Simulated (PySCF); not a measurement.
## Electronic structure of Cd2 in real space

```tsv
atom	x (Å)	y (Å)	z (Å)
Cd	0.0000	0.0000	-1.8060
Cd	0.0000	0.0000	1.8060
```

Core potentials replace the inner electrons of Cd.

The calculation used PBE0/def2-TZVPP, non-relativistic Hamiltonian with scalar-relativistic core potentials where named, at a bond length of 3.612 Å (PySCF).

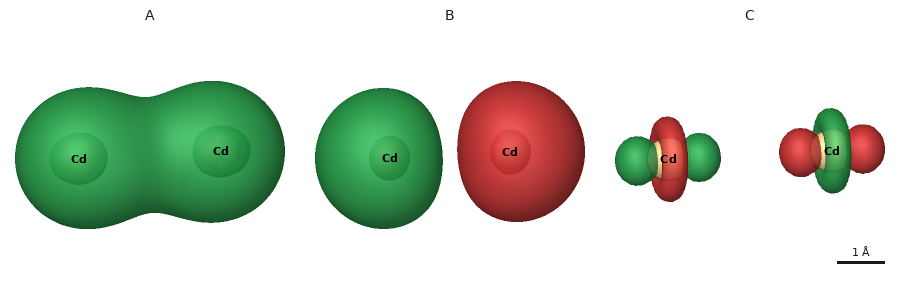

Figure 1. Three frontier orbitals, each drawn at the value that holds 80 % of its norm (green and red are the two phases), in no order; of a degenerate pair one member is drawn.

Question: Name the orbitals and rank them from lowest to highest energy.

Answer: Orbital C: σu, occupied, −13.70 eV; antibonding, with a node between the atoms.
Orbital A: σg, occupied, −7.07 eV; with no node between the nuclei.
Orbital B: σu, occupied, −5.81 eV; antibonding, with a node between the atoms.

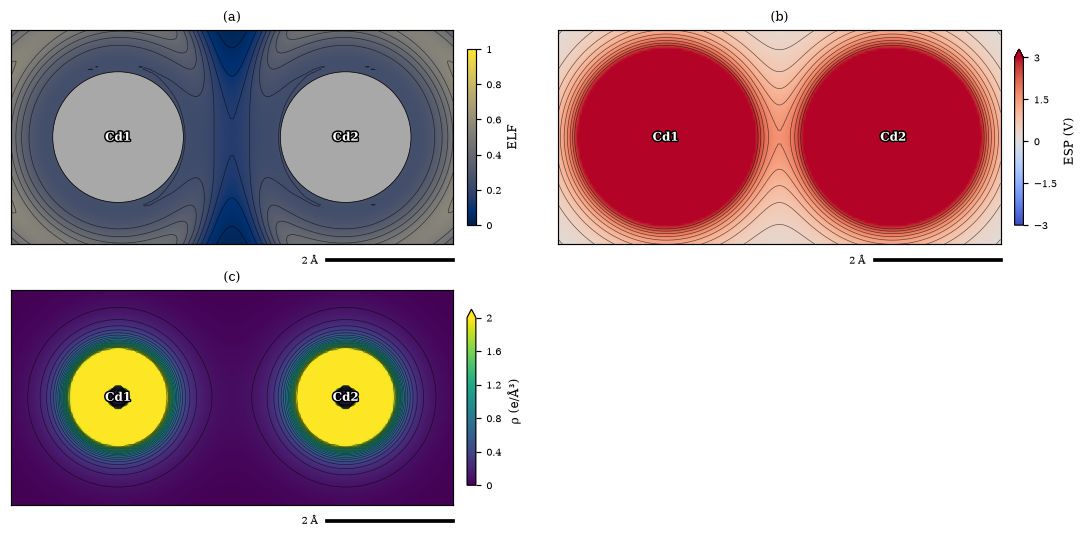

Figure 2. (a) electron localisation function; (b) electrostatic potential; (c) electron density on a plane that holds the molecular axis. Grey discs cover the atomic cores in the ELF map.

Question: Interpret the plot.

Answer:
- The plane passes through Cd nuclei.
- Cd–Cd (3.61 Å): ρ at the midpoint is about 0.07 e/Å³; the ELF is about 0.15 at the midpoint.
- The potential has no marked negative region in this plane.
